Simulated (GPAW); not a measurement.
**Run report: C2H5B, geometry relaxation (part 3 of 5)**

The same run, continued: C2H5B, SMILES BC=C; LDA (PW92)/plane waves, scalar-relativistic datasets (GPAW 26.7.0). The geometry comes from this level: UFF from SMILES.

Geometry of the input (Å):
```
B  -1.2081  -0.0918  -0.4767
C  0.2020  -0.4960  0.0732
C  1.0983  0.4232  0.4377
H  -1.9784  -0.9304  -0.7905
H  -1.5110  1.0459  -0.5815
H  0.4485  -1.5496  0.1570
H  2.0674  0.1134  0.8152
H  0.8812  1.4854  0.3657
```

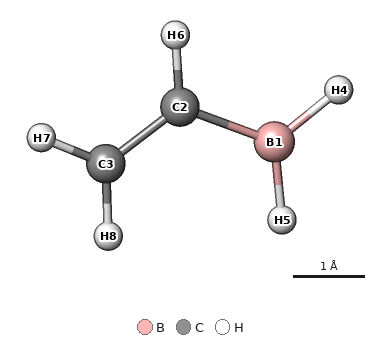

*The starting structure (ball-and-stick view, seen at a tilt; atoms are numbered from 1 in the order of the input).*

## The program's output, continued
```
Force computation time: 0.880  # s
         .-------------------------------.
        /|                               |
       / |                               |
      /  |
[... cut ...]
/      |                               |
 *       |                               |
 |       |                               |
 |       |                               |
 |       |              C H              |
 |       |        H  C                   |
 |       |        B  H                   |
 |       |     H                         |
 |       |                               |
 |       .-------------------------------.
 |      /                               /
 |     /                               /
 |    /                               /
 |   /                               /
 |  /                               /
 | /                               /
 |/                               /
 *-------------------------------*

Atoms  # Å, Bohr magnetons
|   | symbol |        x |        y |        z |    initial magnetic moments |
|---|--------|----------|----------|----------|-----------------------------|
| 0 |      B | 5.258617 | 6.431662 | 6.015093 | ( 0.0000,  0.0000,  0.0000) |
| 1 |      C | 6.630488 | 6.036615 | 6.549757 | ( 0.0000,  0.0000,  0.0000) |
| 2 |      C | 7.545575 | 6.941632 | 6.921981 | ( 0.0000,  0.0000,  0.0000) |
| 3 |      H | 4.460155 | 5.587902 | 5.690390 | ( 0.0000,  0.0000,  0.0000) |
| 4 |      H | 4.965584 | 7.598702 | 5.914705 | ( 0.0000,  0.0000,  0.0000) |
| 5 |      H | 6.909802 | 4.978387 | 6.646710 | ( 0.0000,  0.0000,  0.0000) |
| 6 |      H | 8.537028 | 6.665760 | 7.308751 | ( 0.0000,  0.0000,  0.0000) |
| 7 |      H | 7.336447 | 8.015987 | 6.853186 | ( 0.0000,  0.0000,  0.0000) |

Unit cell  # Å
| periodic |         x |         y |         z |   lengths |    angles |
|----------|-----------|-----------|-----------|-----------|-----------|
|       no | 13.000000 |  0.000000 |  0.000000 | 13.000000 | 90.000000 |
|       no |  0.000000 | 13.000000 |  0.000000 | 13.000000 | 90.000000 |
|       no |  0.000000 |  0.000000 | 13.000000 | 13.000000 | 90.000000 |

Initialization done in: 0.706 s

convergence criteria:
- Maximum [total energy] change in last 3 cyles: 0.0005 eV / valence electron
- Maximum integral of absolute [dens]ity change: 0.0001 electrons / valence electron
- Maximum integral of absolute [eigenst]ate change: 4e-08 eV^2 / valence electron
maximum number of iterations: 100

SCF iterations
|iter     |     time |      energy | eigst |  dens |
|---------|----------|-------------|-------|-------|
|iter:   1| 00:01:55 |  -43.031310c| -3.39 |       |
|iter:   2| 00:01:56 |  -43.031207c| -5.07 | -2.66 |
|iter:   3| 00:01:57 |  -43.030865c| -4.64 | -2.71 |
|iter:   4| 00:01:58 |  -43.030817c| -5.25 | -3.03 |
|iter:   5| 00:01:59 |  -43.030810c| -6.09 | -3.39 |
|iter:   6| 00:01:59 |  -43.030809c| -7.38 | -3.75 |
|iter:   7| 00:02:00 |  -43.030809c| -7.93c| -4.40c|

Converged in 7 steps
SCF loop duration: 5.480 s (0.783 s/step)
Energy contributions relative to reference atoms: (reference = -2760.864151)

Energy contributions:
  Kinetic:          41.559408
  Coulomb:         -45.799744
  Zero:              0.011353
  External:          0.000000
  Xc:              -38.801827
  Entropy:           0.000000
  Spinorbit:         0.000000
  ----------------------------
  Free energy:     -43.030809
  Extrapolated:    -43.030809

dipole moment: (0.290936, 0.016880, 0.114315)  # |e|*Ang

Fermi level: -5.401
Eigenvalues  # (at kpt = [0.000, 0.000, 0.000])
| band index |      eig [eV] | occ [0-2] |
|------------|---------------|-----------|
|          0 |       -18.994 |     2.000 |
|          1 |       -14.377 |     2.000 |
|          2 |       -12.160 |     2.000 |
|          3 |       -10.988 |     2.000 |
|          4 |        -9.618 |     2.000 |
|          5 |        -7.775 |     2.000 |
|          6 |        -7.565 |     2.000 |
|          7 |        -7.538 |     2.000 |
|          8 |        -3.264 |     0.000 |
|          9 |        -0.338 |     0.000 |
|         10 |        -0.248 |     0.000 |
|         11 |         0.294 |     0.000 |
|         12 |         0.399 |     0.000 |
|         13 |         0.603 |     0.000 |

Gap: 4.274 eV
Transition (v -> c):
  (s=0, k=0, n=7, [0.00, 0.00, 0.00]) -> (s=0, k=0, n=8, [0.00, 0.00, 0.00])
No difference between direct/indirect transitions
vacuum-level: 0.163  # V

Forces  # eV/Ang
|        x |        y |        z |
|----------|----------|----------|
|  0.03842 | -0.02767 |  0.01406 |  # B    0
|  0.00070 | -0.04353 | -0.00048 |  # C    1
|  0.02140 |  0.03480 |  0.00774 |  # C    2
| -0.01039 |  0.05215 | -0.00302 |  # H    3
|  0.05594 |  0.00037 |  0.02202 |  # H    4
|  0.00806 | -0.05032 |  0.00101 |  # H    5
| -0.04670 | -0.01146 | -0.01773 |  # H    6
| -0.06994 |  0.04395 | -0.02690 |  # H    7

Force computation time: 0.785  # s
GPMin:    4 00:02:01      -43.030809        0.086874
         .-------------------------------.
        /|                               |
       / |                               |
      /  |                               |
     /   |                               |
    /    |                               |
   /     |                               |
  /      |                               |
 *       |                               |
 |       |                               |
 |       |                               |
 |       |              C H              |
 |       |        H  C                   |
 |       |        B  H                   |
 |       |     H                         |
 |       |                               |
 |       .-------------------------------.
 |      /                               /
 |     /                               /
 |    /                               /
 |   /                               /
 |  /                               /
 | /                               /
 |/                               /
 *-------------------------------*

Atoms  # Å, Bohr magnetons
|   | symbol |        x |        y |        z |    initial magnetic moments |
|---|--------|----------|----------|----------|-----------------------------|
| 0 |      B | 5.258615 | 6.431208 | 6.015052 | ( 0.0000,  0.0000,  0.0000) |
| 1 |      C | 6.629458 | 6.035489 | 6.549292 | ( 0.0000,  0.0000,  0.0000) |
| 2 |      C | 7.544852 | 6.941246 | 6.921665 | ( 0.0000,  0.0000,  0.0000) |
| 3 |      H | 4.460042 | 5.589515 | 5.690386 | ( 0.0000,  0.0000,  0.0000) |
| 4 |      H | 4.969558 | 7.598072 | 5.916265 | ( 0.0000,  0.0000,  0.0000) |
| 5 |      H | 6.910126 | 4.977598 | 6.646780 | ( 0.0000,  0.0000,  0.0000) |
| 6 |      H | 8.536089 | 6.667308 | 7.308427 | ( 0.0000,  0.0000,  0.0000) |
| 7 |      H | 7.334874 | 8.016153 | 6.852571 | ( 0.0000,  0.0000,  0.0000) |

Unit cell  # Å
| periodic |         x |         y |         z |   lengths |    angles |
|----------|-----------|-----------|-----------|-----------|-----------|
|       no | 13.000000 |  0.000000 |  0.000000 | 13.000000 | 90.000000 |
|       no |  0.000000 | 13.000000 |  0.000000 | 13.000000 | 90.000000 |
|       no |  0.000000 |  0.000000 | 13.000000 | 13.000000 | 90.000000 |

Initialization done in: 0.683 s

convergence criteria:
- Maximum [total energy] change in last 3 cyles: 0.0005 eV / valence electron
- Maximum integral of absolute [dens]ity change: 0.0001 electrons / valence electron
- Maximum integral of absolute [eigenst]ate change: 4e-08 eV^2 / valence electron
maximum number of iterations: 100

SCF iterations
|iter     |     time |      energy | eigst |  dens |
|---------|----------|-------------|-------|-------|
|iter:   1| 00:02:02 |  -43.031342c| -4.23 |       |
|iter:   2| 00:02:03 |  -43.031329c| -5.90 | -3.06 |
|iter:   3| 00:02:04 |  -43.031288c| -5.41 | -3.12 |
|iter:   4| 00:02:05 |  -43.031286c| -7.00 | -3.63 |
|iter:   5| 00:02:06 |  -43.031286c| -7.46c| -3.95 |
|iter:   6| 00:02:06 |  -43.031286c| -7.91c| -4.53c|

Converged in 6 steps
SCF loop duration: 4.597 s (0.766 s/step)
Energy contributions relative to reference atoms: (reference = -2760.864151)

Energy contributions:
  Kinetic:          41.615566
  Coulomb:         -45.840800
  Zero:              0.011324
  External:          0.000000
  Xc:              -38.817375
  Entropy:           0.000000
  Spinorbit:         0.000000
  ----------------------------
  Free energy:     -43.031286
  Extrapolated:    -43.031286

dipole moment: (0.290990, 0.016627, 0.114211)  # |e|*Ang

Fermi level: -5.403
Eigenvalues  # (at kpt = [0.000, 0.000, 0.000])
| band index |      eig [eV] | occ [0-2] |
|------------|---------------|-----------|
|          0 |       -18.991 |     2.000 |
|          1 |       -14.379 |     2.000 |
|          2 |       -12.161 |     2.000 |
|          3 |       -10.988 |     2.000 |
|          4 |        -9.614 |     2.000 |
|          5 |        -7.779 |     2.000 |
|          6 |        -7.563 |     2.000 |
|          7 |        -7.542 |     2.000 |
|          8 |        -3.265 |     0.000 |
|          9 |        -0.337 |     0.000 |
|         10 |        -0.248 |     0.000 |
|         11 |         0.295 |     0.000 |
|         12 |         0.399 |     0.000 |
|         13 |         0.603 |     0.000 |

Gap: 4.277 eV
Transition (v -> c):
  (s=0, k=0, n=7, [0.00, 0.00, 0.00]) -> (s=0, k=0, n=8, [0.00, 0.00, 0.00])
No difference between direct/indirect transitions
vacuum-level: 0.163  # V

Forces  # eV/Ang
|        x |        y |        z |
|----------|----------|----------|
|  0.05232 | -0.02590 |  0.01980 |  # B    0
|  0.05670 | -0.02883 |  0.02166 |  # C    1
| -0.02865 |  0.04561 | -0.01158 |  # C    2
| -0.03158 |  0.03346 | -0.01167 |  # H    3
|  0.04178 |  0.02569 |  0.01667 |  # H    4
|  0.00398 | -0.04979 | -0.00061 |  # H    5
| -0.02868 | -0.02330 | -0.01087 |  # H    6
| -0.06798 |  0.02138 | -0.02648 |  # H    7

Force computation time: 0.871  # s
GPMin:    5 00:02:07      -43.031286        0.076028
         .-------------------------------.
        /|                               |
       / |                               |
      /  |                               |
     /   |                               |
    /    |                               |
   /     |                               |
  /      |                               |
 *       |                               |
 |       |                               |
 |       |                               |
 |       |              C H              |
 |       |        H  C                   |
 |       |        B  H                   |
 |       |     H                         |
 |       |                               |
 |       .-------------------------------.
 |      /                               /
 |     /                               /
 |    /                               /
 |   /                               /
 |  /                               /
 | /                               /
 |/                               /
 *-------------------------------*

Atoms  # Å, Bohr magnetons
|   | symbol |        x |        y |        z |    initial magnetic moments |
|---|--------|----------|----------|----------|-----------------------------|
| 0 |      B | 5.263115 | 6.424818 | 6.016461 | ( 0.0000,  0.0000,  0.0000) |
| 1 |      C | 6.632438 | 6.024335 | 6.549917 | ( 0.0000,  0.0000,  0.0000) |
| 2 |      C | 7.535740 | 6.944618 | 6.917865 | ( 0.0000,  0.0000,  0.0000) |
| 3 |      H | 4.451932 | 5.601517 | 5.687525 | ( 0.0000,  0.0000,  0.0000) |
| 4 |      H | 5.001684 | 7.601160 | 5.928963 | ( 0.0000,  0.0000,  0.0000) |
| 5 |      H | 6.913586 | 4.964500 | 6.647455 | ( 0.0000,  0.0000,  0.0000) |
| 6 |      H | 8.528612 | 6.676032 | 7.305859 | ( 0.0000,  0.0000,  0.0000) |
| 7 |      H | 7.315695 | 8.018971 | 6.845071 | ( 0.0000,  0.0000,  0.0000) |

Unit cell  # Å
| periodic |         x |         y |         z |   lengths |    angles |
|----------|-----------|-----------|-----------|-----------|-----------|
|       no | 13.000000 |  0.000000 |  0.000000 | 13.000000 | 90.000000 |
|       no |  0.000000 | 13.000000 |  0.000000 | 13.000000 | 90.000000 |
|       no |  0.000000 |  0.000000 | 13.000000 | 13.000000 | 90.000000 |

Initialization done in: 0.703 s

convergence criteria:
- Maximum [total energy] change in last 3 cyles: 0.0005 eV / valence electron
- Maximum integral of absolute [dens]ity change: 0.0001 electrons / valence electron
- Maximum integral of absolute [eigenst]ate change: 4e-08 eV^2 / valence electron
maximum number of iterations: 100

SCF iterations
|iter     |     time |      energy | eigst |  dens |
|---------|----------|-------------|-------|-------|
|iter:   1| 00:02:08 |  -43.035981c| -2.34 |       |
|iter:   2| 00:02:09 |  -43.035932c| -4.05 | -2.30 |
|iter:   3| 00:02:10 |  -43.035190c| -4.39 | -2.33 |
|iter:   4| 00:02:11 |  -43.035023c| -4.66 | -2.62 |
|iter:   5| 00:02:12 |  -43.035013c| -5.62 | -3.10 |
|iter:   6| 00:02:13 |  -43.035011c| -6.66 | -3.43 |
|iter:   7| 00:02:13 |  -43.035011c| -7.89c| -4.12c|

Converged in 7 steps
SCF loop duration: 5.542 s (0.792 s/step)
Energy contributions relative to reference atoms: (reference = -2760.864151)

Energy contributions:
  Kinetic:          41.491840
  Coulomb:         -45.748312
  Zero:              0.011140
  External:          0.000000
  Xc:              -38.789680
  Entropy:           0.000000
  Spinorbit:         0.000000
  ----------------------------
  Free energy:     -43.035011
  Extrapolated:    -43.035011

dipole moment: (0.288944, 0.013453, 0.113478)  # |e|*Ang

Fermi level: -5.400
Eigenvalues  # (at kpt = [0.000, 0.000, 0.000])
| band index |      eig [eV] | occ [0-2] |
|------------|---------------|-----------|
|          0 |       -18.990 |     2.000 |
|          1 |       -14.364 |     2.000 |
|          2 |       -12.172 |     2.000 |
|          3 |       -10.966 |     2.000 |
|          4 |        -9.622 |     2.000 |
|          5 |        -7.765 |     2.000 |
|          6 |        -7.565 |     2.000 |
|          7 |        -7.548 |     2.000 |
|          8 |        -3.252 |     0.000 |
|          9 |        -0.334 |     0.000 |
|         10 |        -0.259 |     0.000 |
|         11 |         0.291 |     0.000 |
|         12 |         0.399 |     0.000 |
|         13 |         0.604 |     0.000 |

Gap: 4.297 eV
Transition (v -> c):
  (s=0, k=0, n=7, [0.00, 0.00, 0.00]) -> (s=0, k=0, n=8, [0.00, 0.00, 0.00])
No difference between direct/indirect transitions
vacuum-level: 0.163  # V

Forces  # eV/Ang
|        x |        y |        z |
|----------|----------|----------|
|  0.09930 |  0.09574 |  0.04159 |  # B    0
| -0.00858 | -0.02813 | -0.00552 |  # C    1
|  0.03302 | -0.04300 |  0.01417 |  # C    2
| -0.06457 | -0.01704 | -0.02588 |  # H    3
|  0.00220 | -0.02010 | -0.00023 |  # H    4
|  0.03288 |  0.03883 |  0.01205 |  # H    5
| -0.02773 |  0.02012 | -0.01097 |  # H    6
| -0.06783 | -0.04888 | -0.02792 |  # H    7

Force computation time: 0.749  # s
GPMin:    6 00:02:14      -43.035011        0.144070
         .-------------------------------.
        /|                               |
       / |                               |
      /  |                               |
     /   |                               |
    /    |                               |
   /     |                               |
  /      |                               |
 *       |                               |
 |       |                               |
 |       |                               |
 |       |              C H              |
 |       |        H  C                   |
 |       |        B  H                   |
 |       |     H                         |
 |       |                               |
 |       .-------------------------------.
 |      /                               /
 |     /                               /
 |    /                               /
 |   /                               /
 |  /                               /
 | /                               /
 |/                               /
 *-------------------------------*
```
